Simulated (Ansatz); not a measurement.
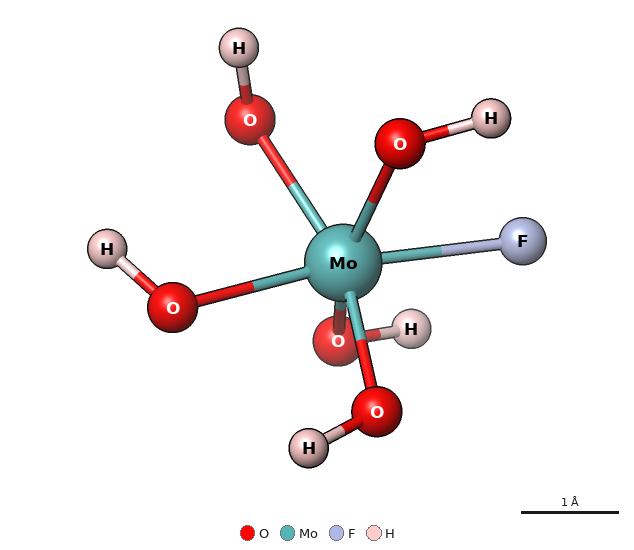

Distant atoms are faded towards the background colour. Charge 0, singlet. Computed geometry: PBE-D4/def2-SVP optimisation. No frequency run is at hand to confirm it as a minimum. Masses are those of the most abundant isotopes; constants are for the rigid equilibrium geometry.

### Classify the rotor and give the rotational constants (GHz).

An asymmetric top (C1): A = 2.08, B = 1.88, C = 1.85 GHz. Ray's parameter κ is −0.71, nearer the prolate limit.
